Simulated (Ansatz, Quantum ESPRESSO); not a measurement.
# Cu chain with one atom pushed 0.5 Å aside at constant bond length: ballistic transmission, part 2 of 4

How well does the junction conduct in the ballistic limit? It is: Cu chain with one atom pushed 0.5 Å aside at constant bond length.

Quantum ESPRESSO 7.5; plane-wave DFT, PBE, GBRV ultrasoft pseudopotentials; cross-check by Ansatz 0.2.0 with PAW datasets.

So far. Step 2 (SCF with pw.x): The run needed 22 iterations to bring the estimated error under 1e-07 Ry; the largest force on any atom, held or free, is 0.31 eV/Å.

## 3. The open system

Level of this step: transmission by pwcond, lead and junction from one cell; plane-wave DFT, PBE, GBRV ultrasoft pseudopotentials (Quantum ESPRESSO).

prefixt takes both regions from one run: the lead from 0 to bdl, the scattering region from bdl to bds (units of alat). ikind = 1 puts the same lead on both sides. The program's T_tot counts both spins in a run without spin; the tables below give T per spin.

Input file cond.in:

```
&inputcond
  outdir = './out'
  prefixt = 'scf'
  tran_file = 'cond.dat'
  bdl = 0.6133333333
  bds = 3.3586651813
  ikind = 1
  ewind = 4.0
  epsproj = 1e-05
  nz1 = 7
  energy0 = 2.0
  denergy = -0.1
/
1
  0.00000000 0.00000000 1.00000000
41
```

Run with:

```console
OMP_NUM_THREADS=1 mpirun -n 4 pwcond.x -in cond.in > cond.out
```

The log of the run:

```text
[banner, memory and clock lines left out]
Program PWCOND v.7.5 starts

          URL

     ./out/scf.save/

     IMPORTANT: XC functional enforced from input :
     Exchange-correlation= PBE
                           (   1   4   3   4   0   0   0)
     Any further DFT definition will be discarded
     Please, verify this is what you really want

     negative rho (up, down):  4.539E-07 0.000E+00
     Reading collected, re-writing distributed wavefunctions

===== INPUT FILE containing all the regions =====

     GEOMETRY:

     lattice parameter (alat)  =      14.1729  a.u.
     the volume                =    9561.9640 (a.u.)^3
     the cross section         =     200.8724 (a.u.)^2
     l of the unit cell        =       3.3587 (alat)
     number of atoms/cell      =           11
     number of atomic types    =            1

     crystal axes: (cart. coord. in units of alat)
               a(1) = (  1.0000  0.0000  0.0000 )
               a(2) = (  0.0000  1.0000  0.0000 )
               a(3) = (  0.0000  0.0000  3.3587 )

   Cartesian axes

     site n.     atom                  positions (alat units)
          1        Cu     tau(  1)=(  0.5000  0.5000  3.3587  )
          2        Cu     tau(  2)=(  0.5000  0.5000  0.3067  )
          3        Cu     tau(  3)=(  0.5000  0.5000  0.6133  )
          4        Cu     tau(  4)=(  0.5000  0.5000  0.9200  )
          5        Cu     tau(  5)=(  0.5000  0.5000  1.2267  )
          6        Cu     tau(  6)=(  0.5667  0.5000  1.5260  )
          7        Cu     tau(  7)=(  0.5000  0.5000  1.8253  )
          8        Cu     tau(  8)=(  0.5000  0.5000  2.1320  )
          9        Cu     tau(  9)=(  0.5000  0.5000  2.4387  )
         10        Cu     tau( 10)=(  0.5000  0.5000  2.7453  )
         11        Cu     tau( 11)=(  0.5000  0.5000  3.0520  )

     nr1s                      =           54
     nr2s                      =           54
     nr3s                      =          180
     nr1sx                     =           54
     nr2sx                     =           54
     nr3sx                     =          180
     nr1                       =           60
     nr2                       =           60
     nr3                       =          200
     nr1x                      =           60
     nr2x                      =           60
     nr3x                      =          200

 _______________________________
  Radii of nonlocal spheres:

     type       ibeta     ang. mom.          radius (alat units)
       Cu         1         0                    0.1102
       Cu         2         0                    0.1102
       Cu         3         1                    0.1102
       Cu         4         1                    0.1102
       Cu         5         2                    0.1102
       Cu         6         2                    0.1102
----- General information -----

--- T calc. with identical leads (ikind=1) ---

     nrx                       =           54
     nry                       =           54
     nz1                       =            7

     energy0               =         2.0E+00
     denergy               =        -1.0E-01
     nenergy               =         41
     ecut2d                =         3.4E+01
     ewind                 =         4.0E+00
     epsproj               =         1.0E-05

     number of k_|| points=    1
                       cryst. coord.
        k(    1) = (   0.0000000   0.0000000), wk =   1.0000000
----- Information about left/right lead -----

     nocros                   =           18
     noins                    =           18
     norb                     =           54
     norbf                    =          180
     nrz                      =           33

      iorb      type   ibeta   ang. mom.   m       position (alat)
        1        1       1        0        1   taunew(   1)=(  0.5000  0.5000  0.0000)
        2        1       2        0        1   taunew(   2)=(  0.5000  0.5000  0.0000)
        3        1       3        1        1   taunew(   3)=(  0.5000  0.5000  0.0000)
        4        1       3        1        2   taunew(   4)=(  0.5000  0.5000  0.0000)
        5        1       3        1        3   taunew(   5)=(  0.5000  0.5000  0.0000)
        6        1       4        1        1   taunew(   6)=(  0.5000  0.5000  0.0000)
        7        1       4        1        2   taunew(   7)=(  0.5000  0.5000  0.0000)
        8        1       4        1        3   taunew(   8)=(  0.5000  0.5000  0.0000)
        9        1       5        2        1   taunew(   9)=(  0.5000  0.5000  0.0000)
       10        1       5        2        2   taunew(  10)=(  0.5000  0.5000  0.0000)
       11        1       5        2        3   taunew(  11)=(  0.5000  0.5000  0.0000)
       12        1       5        2        4   taunew(  12)=(  0.5000  0.5000  0.0000)
       13        1       5        2        5   taunew(  13)=(  0.5000  0.5000  0.0000)
       14        1       6        2        1   taunew(  14)=(  0.5000  0.5000  0.0000)
       15        1       6        2        2   taunew(  15)=(  0.5000  0.5000  0.0000)
       16        1       6        2        3   taunew(  16)=(  0.5000  0.5000  0.0000)
       17        1       6        2        4   taunew(  17)=(  0.5000  0.5000  0.0000)
       18        1       6        2        5   taunew(  18)=(  0.5000  0.5000  0.0000)
       19        1       1        0        1   taunew(  19)=(  0.5000  0.5000  0.3067)
       20        1       2        0        1   taunew(  20)=(  0.5000  0.5000  0.3067)
       21        1       3        1        1   taunew(  21)=(  0.5000  0.5000  0.3067)
       22        1       3        1        2   taunew(  22)=(  0.5000  0.5000  0.3067)
       23        1       3        1        3   taunew(  23)=(  0.5000  0.5000  0.3067)
       24        1       4        1        1   taunew(  24)=(  0.5000  0.5000  0.3067)
       25        1       4        1        2   taunew(  25)=(  0.5000  0.5000  0.3067)
       26        1       4        1        3   taunew(  26)=(  0.5000  0.5000  0.3067)
       27        1       5        2        1   taunew(  27)=(  0.5000  0.5000  0.3067)
       28        1       5        2        2   taunew(  28)=(  0.5000  0.5000  0.3067)
       29        1       5        2        3   taunew(  29)=(  0.5000  0.5000  0.3067)
       30        1       5        2        4   taunew(  30)=(  0.5000  0.5000  0.3067)
       31        1       5        2        5   taunew(  31)=(  0.5000  0.5000  0.3067)
       32        1       6        2        1   taunew(  32)=(  0.5000  0.5000  0.3067)
       33        1       6        2        2   taunew(  33)=(  0.5000  0.5000  0.3067)
[...]
149        1       3        1        3   taunew( 149)=(  0.5000  0.5000  2.4387)
      150        1       4        1        1   taunew( 150)=(  0.5000  0.5000  2.4387)
      151        1       4        1        2   taunew( 151)=(  0.5000  0.5000  2.4387)
      152        1       4        1        3   taunew( 152)=(  0.5000  0.5000  2.4387)
      153        1       5        2        1   taunew( 153)=(  0.5000  0.5000  2.4387)
      154        1       5        2        2   taunew( 154)=(  0.5000  0.5000  2.4387)
      155        1       5        2        3   taunew( 155)=(  0.5000  0.5000  2.4387)
      156        1       5        2        4   taunew( 156)=(  0.5000  0.5000  2.4387)
      157        1       5        2        5   taunew( 157)=(  0.5000  0.5000  2.4387)
      158        1       6        2        1   taunew( 158)=(  0.5000  0.5000  2.4387)
      159        1       6        2        2   taunew( 159)=(  0.5000  0.5000  2.4387)
      160        1       6        2        3   taunew( 160)=(  0.5000  0.5000  2.4387)
      161        1       6        2        4   taunew( 161)=(  0.5000  0.5000  2.4387)
      162        1       6        2        5   taunew( 162)=(  0.5000  0.5000  2.4387)
      163        1       1        0        1   taunew( 163)=(  0.5000  0.5000  2.7453)
      164        1       2        0        1   taunew( 164)=(  0.5000  0.5000  2.7453)
      165        1       3        1        1   taunew( 165)=(  0.5000  0.5000  2.7453)
      166        1       3        1        2   taunew( 166)=(  0.5000  0.5000  2.7453)
      167        1       3        1        3   taunew( 167)=(  0.5000  0.5000  2.7453)
      168        1       4        1        1   taunew( 168)=(  0.5000  0.5000  2.7453)
      169        1       4        1        2   taunew( 169)=(  0.5000  0.5000  2.7453)
      170        1       4        1        3   taunew( 170)=(  0.5000  0.5000  2.7453)
      171        1       5        2        1   taunew( 171)=(  0.5000  0.5000  2.7453)
      172        1       5        2        2   taunew( 172)=(  0.5000  0.5000  2.7453)
      173        1       5        2        3   taunew( 173)=(  0.5000  0.5000  2.7453)
      174        1       5        2        4   taunew( 174)=(  0.5000  0.5000  2.7453)
      175        1       5        2        5   taunew( 175)=(  0.5000  0.5000  2.7453)
      176        1       6        2        1   taunew( 176)=(  0.5000  0.5000  2.7453)
      177        1       6        2        2   taunew( 177)=(  0.5000  0.5000  2.7453)
      178        1       6        2        3   taunew( 178)=(  0.5000  0.5000  2.7453)
      179        1       6        2        4   taunew( 179)=(  0.5000  0.5000  2.7453)
      180        1       6        2        5   taunew( 180)=(  0.5000  0.5000  2.7453)
 ngper, shell number =          545          70
 ngper, n2d =          545         171
---  E-Ef =    2.0000000  k =    0.0000000   0.0000000
---  ie =          1  ik =          1
 Nchannels of the left tip =            1
 Right moving states:
   k1(2pi/a)   k2(2pi/a)   E-Ef (eV)
  -0.2323751   0.0000049   2.0000000
 Left moving states:
   k1(2pi/a)   k2(2pi/a)   E-Ef (eV)
   0.2323751   0.0000049   2.0000000

 to transmit
 Band j to band i transmissions and reflections:
    j         i     |T_ij|^2    |R_ij|^2

    1 -->     1     0.98917     0.01083
   Total T_j, R_j =    0.98917  0.01083

E-Ef(ev), T(x2 spins) =    2.0000000   1.9783374
---  E-Ef =    1.9000000  k =    0.0000000   0.0000000
---  ie =          2  ik =          1
 Nchannels of the left tip =            1
 Right moving states:
   k1(2pi/a)   k2(2pi/a)   E-Ef (eV)
  -0.2414854   0.0000048   1.9000000
 Left moving states:
   k1(2pi/a)   k2(2pi/a)   E-Ef (eV)
   0.2414854   0.0000048   1.9000000

 to transmit
 Band j to band i transmissions and reflections:
    j         i     |T_ij|^2    |R_ij|^2

    1 -->     1     0.98994     0.01006
   Total T_j, R_j =    0.98994  0.01006

E-Ef(ev), T(x2 spins) =    1.9000000   1.9798827
---  E-Ef =    1.8000000  k =    0.0000000   0.0000000
---  ie =          3  ik =          1
 Nchannels of the left tip =            1
 Right moving states:
   k1(2pi/a)   k2(2pi/a)   E-Ef (eV)
  -0.2506867   0.0000048   1.8000000
 Left moving states:
   k1(2pi/a)   k2(2pi/a)   E-Ef (eV)
   0.2506867   0.0000048   1.8000000

 to transmit
 Band j to band i transmissions and reflections:
    j         i     |T_ij|^2    |R_ij|^2

    1 -->     1     0.99063     0.00937
   Total T_j, R_j =    0.99063  0.00937

E-Ef(ev), T(x2 spins) =    1.8000000   1.9812599
[... further energies and points left out ...]
---  E-Ef =   -1.8000000  k =    0.0000000   0.0000000
---  ie =         39  ik =          1
 Nchannels of the left tip =            1
 Right moving states:
   k1(2pi/a)   k2(2pi/a)   E-Ef (eV)
   0.4318926   0.0000126  -1.8000000
 Left moving states:
   k1(2pi/a)   k2(2pi/a)   E-Ef (eV)
  -0.4318926   0.0000126  -1.8000000

 to transmit
 Band j to band i transmissions and reflections:
    j         i     |T_ij|^2    |R_ij|^2

    1 -->     1     0.99078     0.00922
   Total T_j, R_j =    0.99078  0.00922

E-Ef(ev), T(x2 spins) =   -1.8000000   1.9815652
---  E-Ef =   -1.9000000  k =    0.0000000   0.0000000
---  ie =         40  ik =          1
 Nchannels of the left tip =            1
 Right moving states:
   k1(2pi/a)   k2(2pi/a)   E-Ef (eV)
   0.4155786   0.0000124  -1.9000000
 Left moving states:
   k1(2pi/a)   k2(2pi/a)   E-Ef (eV)
  -0.4155786   0.0000124  -1.9000000

 to transmit
 Band j to band i transmissions and reflections:
    j         i     |T_ij|^2    |R_ij|^2

    1 -->     1     0.99305     0.00695
   Total T_j, R_j =    0.99305  0.00695

E-Ef(ev), T(x2 spins) =   -1.9000000   1.9860938
---  E-Ef =   -2.0000000  k =    0.0000000   0.0000000
---  ie =         41  ik =          1
 Nchannels of the left tip =            1
 Right moving states:
   k1(2pi/a)   k2(2pi/a)   E-Ef (eV)
   0.3990035   0.0000123  -2.0000000
 Left moving states:
   k1(2pi/a)   k2(2pi/a)   E-Ef (eV)
  -0.3990035   0.0000123  -2.0000000

 to transmit
 Band j to band i transmissions and reflections:
    j         i     |T_ij|^2    |R_ij|^2

    1 -->     1     0.99464     0.00536
   Total T_j, R_j =    0.99464  0.00536

E-Ef(ev), T(x2 spins) =   -2.0000000   1.9892857
   T_tot     2.00000      0.19783E+01
   T_tot     1.90000      0.19799E+01
   T_tot     1.80000      0.19813E+01
   T_tot     1.70000      0.19825E+01
   T_tot     1.60000      0.19836E+01
   T_tot     1.50000      0.19846E+01
   T_tot     1.40000      0.19855E+01
   T_tot     1.30000      0.19862E+01
   T_tot     1.20000      0.19869E+01
   T_tot     1.10000      0.19874E+01
   T_tot     1.00000      0.19878E+01
   T_tot     0.90000      0.19882E+01
   T_tot     0.80000      0.19885E+01
   T_tot     0.70000      0.19888E+01
   T_tot     0.60000      0.19890E+01
   T_tot     0.50000      0.19893E+01
   T_tot     0.40000      0.19897E+01
   T_tot     0.30000      0.19903E+01
   T_tot     0.20000      0.19911E+01
   T_tot     0.10000      0.19920E+01
   T_tot    -0.00000      0.19911E+01
   T_tot    -0.10000      0.40664E+01
   T_tot    -0.20000      0.75345E+01
   T_tot    -0.30000      0.75188E+01
   T_tot    -0.40000      0.72557E+01
   T_tot    -0.50000      0.10065E+02
   T_tot    -0.60000      0.10313E+02
   T_tot    -0.70000      0.11202E+02
   T_tot    -0.80000      0.10690E+02
   T_tot    -0.90000      0.79040E+01
   T_tot    -1.00000      0.71933E+01
   T_tot    -1.10000      0.58876E+01
   T_tot    -1.20000      0.59023E+01
   T_tot    -1.30000      0.57935E+01
   T_tot    -1.40000      0.54555E+01
   T_tot    -1.50000      0.51001E+01
   T_tot    -1.60000      0.43457E+01
   T_tot    -1.70000      0.19859E+01
   T_tot    -1.80000      0.19816E+01
   T_tot    -1.90000      0.19861E+01
   T_tot    -2.00000      0.19893E+01

Note: The following floating-point exceptions are signalling: IEEE_UNDERFLOW_FLAG
Note: The following floating-point exceptions are signalling: IEEE_UNDERFLOW_FLAG
Note: The following floating-point exceptions are signalling: IEEE_UNDERFLOW_FLAG
Note: The following floating-point exceptions are signalling: IEEE_UNDERFLOW_FLAG
```

Run time: 2.8 min. Hardware: 4 MPI ranks of Arm Neoverse V2, shared host; peak memory 0.46 GiB.

Read from the output:

- lead channels at the Fermi level, one spin: 1
- transmission at the Fermi level, one spin: 0.9955
- conductance: 0.9955 G₀

Per spin. Open channels against energy, zero at the Fermi level:

```
energy (eV)  open channels
      -2.00              1
      -1.70              1
      -1.40              3
      -1.10              3
      -0.80              6
      -0.50              6
      -0.20              4
       0.00              1
       0.20              1
       0.50              1
       0.80              1
       1.10              1
       1.40              1
       1.70              1
       2.00              1
```

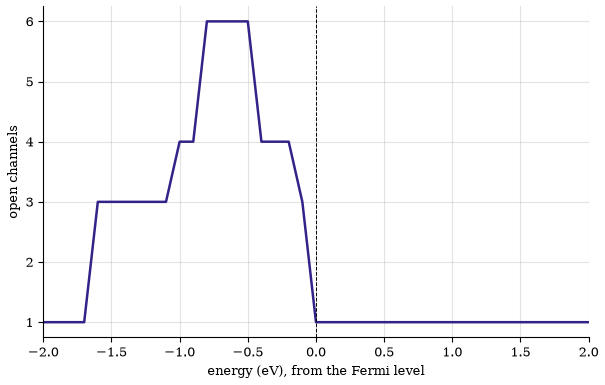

Open channels, plotted against energy.

Per spin. Transmission against energy, zero at the Fermi level:

```
energy (eV)  transmission
     -2.000         0.995
     -1.500          2.55
     -1.000          3.60
     -0.700          5.60
     -0.500          5.03
      0.000         0.996
      0.500         0.995
      1.000         0.994
      1.500         0.992
      2.000         0.989
```

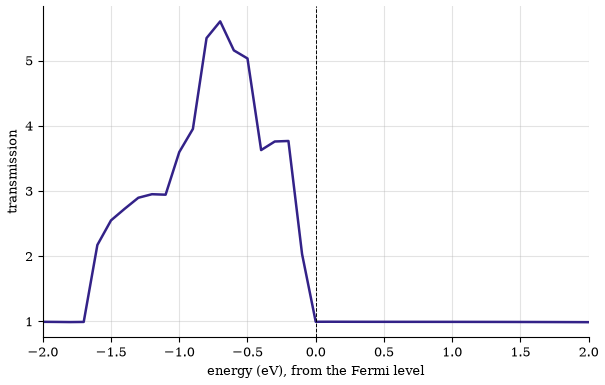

Transmission against energy.

The program's own clock; routines nest. Time by routine:

```
     routine  wall time (s)  calls
      PWCOND          170.4      1
scatter_forw          134.3     82
      compbs          23.74     41
    compbs_2          19.49     41
       local           7.62      1
        init           0.68      1
       poten           0.07      1
```

At no point does T exceed the number of channels.

(Continued in part 3 of 4.)

[Logs are printed without paths, hosts, clocks, repeated set-up lines and the standing remarks that a program may print on its own settings, such as how far it seeks lower states.]

[Hosts, paths, dates, database ids (printed as entryN), source tags and the programs' standing remarks are cut or masked in the printed files.]

[Maps of the electrostatic potential energy from Ansatz leave out the sawtooth potential of an applied field or a dipole correction, so their vacuum need not be flat; planar profiles and work functions include it.]
